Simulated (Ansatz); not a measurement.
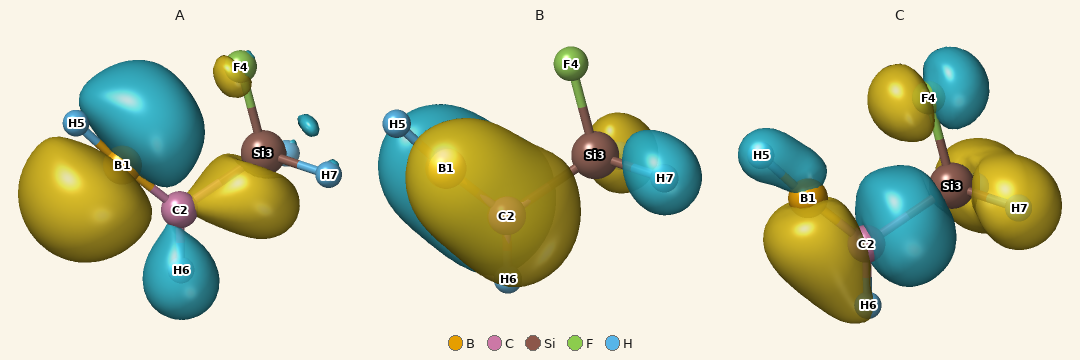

CH4BFSi. Three frontier orbitals at ±0.1 Å⁻³ᐟ² (yellow and cyan are the two phases), in no order.

Level of theory: Ansatz, RKS PBE-D4/def2-SVP.

```tsv
atom	x (Å)	y (Å)	z (Å)
B	-0.7884	1.5377	-0.6691
C	-0.0185	1.0018	0.3533
Si	0.2341	-0.8115	0.0761
F	-0.5632	-1.1718	-1.3260
H	-1.4543	1.9233	-1.5826
H	0.4250	1.4857	1.2365
H	1.6794	-1.1813	-0.1134
H	-0.3571	-1.6603	1.1677
```

Which picture is the HOMO−1, the HOMO and the LUMO?

C is the HOMO−1 (−8.01 eV). It lies mainly on C2 (about 30 %), Si3 (about 20 %), F4 (about 20 %), B1 (about 10 %), H8 (about 5 %) and H7 (about 5 %). B is the HOMO (−6.02 eV). By Hirshfeld shares it lies mainly on C2 (about 45 %) and B1 (about 35 %); π-bonding across C2–B1. A is the LUMO (−2.56 eV). It lies mainly on B1 (about 60 %), C2 (about 15 %), Si3 (about 10 %) and H5 (about 5 %).

What is the HOMO–LUMO gap?

3.46 eV between the orbital energies.
